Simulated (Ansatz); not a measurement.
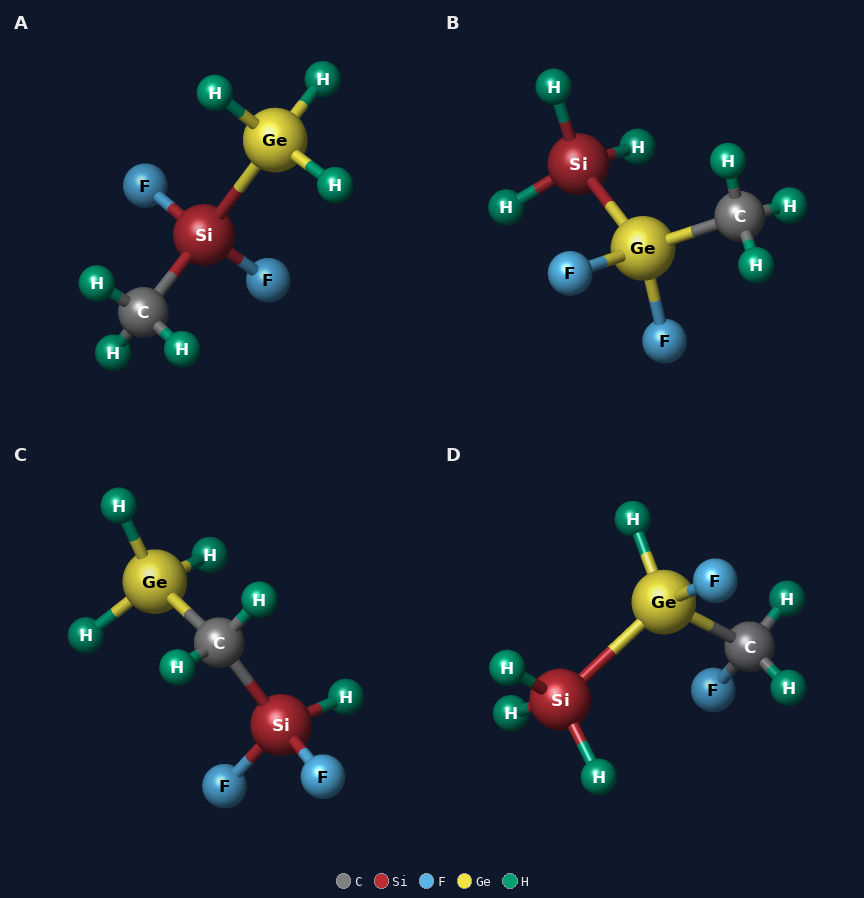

4 stationary structures of one formula. Geometries: PBE0-D4/def2-TZVP. Electronic energies: CCSD(T)/CBS (MP2 limit from def2-TZVPP and def2-QZVPP plus CCSD(T) − MP2) (Ansatz 0.2.0), without zero-point energy. No frequency run is at hand to confirm each as a minimum. Each is one conformer, not always the lowest.

Question: Which is lowest in energy, and by how much?

Answer: A is lowest; C lies 3.1 kcal/mol above it, B lies 37.7 kcal/mol above it, D lies 85.7 kcal/mol above it. A is `C[Si](F)(F)[GeH3]`, B is `[CH3][Ge]([F])([F])[SiH3]`, C is `F[SiH](F)[CH2][GeH3]`, D is `F[CH2][Ge@H]([F])[SiH3]`.
